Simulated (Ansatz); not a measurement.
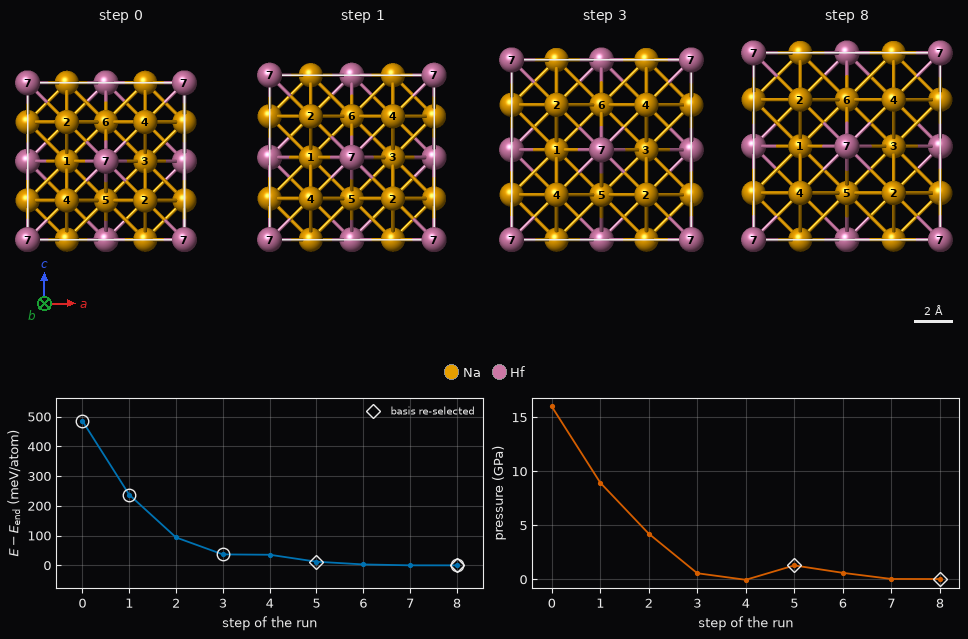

Frames of a relaxation of a crystal of Na$_{6}$Hf (a generated structure, set up in Fm-3m) (coarse preliminary run), marked on the history of the run. Style: ball-and-stick. Shown: the conventional cell (4 times the calculation's cell), along the b axis. Lengths and directions refer to the drawn axes.

Method: Ansatz 0.2.0, DFT PBE, scalar-relativistic, plane waves, PAW. Set-up: plane-wave cutoff 420 eV; k-point mesh 4 × 4 × 4; occupations gaussian; smearing width 0.1 eV; no spin polarisation; cell and atoms relaxed; force threshold 0.04 eV/Å; at most 70 steps.

Q: Describe the path.

A: No atom moves by more than 0.005 Å relative to the cell. The drawn cell changes as follows: a = b = c 8.419 → 10.025 Å (+19.1 %); the volume changes by +68.8 %. Among the contacts that change: Na1–Hf7 2.977 → 3.544 Å, Na1–Na2 2.977 → 3.544 Å. The space group stays Fm-3m (No. 225). The energy falls by 486 meV per atom in 6 accepted moves (8 points after the start). All forces vanish by symmetry, so only the cell relaxes. Pressure: 16.01 GPa at the start and 0.04 GPa at the end. The SCF was repeated twice at an unchanged geometry on a basis and grid sized afresh for the cell, which shifted the energy by 23.4 meV per atom at most. From step 0 to 1: volume +15.3 %, energy −248 meV per atom. From step 1 to 3: volume +30.6 %, energy −201 meV per atom. From step 3 to 8: volume +12.1 %, energy −36.8 meV per atom.
